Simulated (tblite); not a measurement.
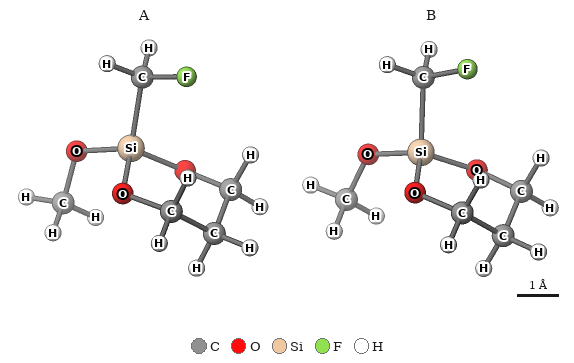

Two geometries of C$_{5}$H$_{11}$FO$_{3}$Si, drawn at one scale. One is the start of a relaxation, the other its converged end. The picture is a ball-and-stick view, seen from a free direction.

Level of theory: tblite 0.8.0, GFN2-xTB geometry optimisation, gas phase. 

### Which one is relaxed?

Structure B is the relaxed one. An H atom moves most after the best rigid fit: 0.30 Å. By element the largest moves are H 0.30 Å, F 0.25 Å, C 0.17 Å, O 0.16 Å, Si 0.12 Å. Some distances before and after: O–Si 1.675 → 1.607 Å, O–Si 1.675 → 1.635 Å, C–Si 1.881 → 1.914 Å, C–F 1.361 → 1.387 Å. Among the angles between lasting bonds that change: C–O–Si 117.5° → 128.4°, O–Si–C 111.4° → 102.8°, O–Si–O 107.7° → 112.6°. After 51 geometry steps the energy has fallen by 6.04 kcal/mol. Cost: 0.59 s on 1 thread of Intel(R) Xeon(R) Processor @ 2.70GHz, on a shared host.
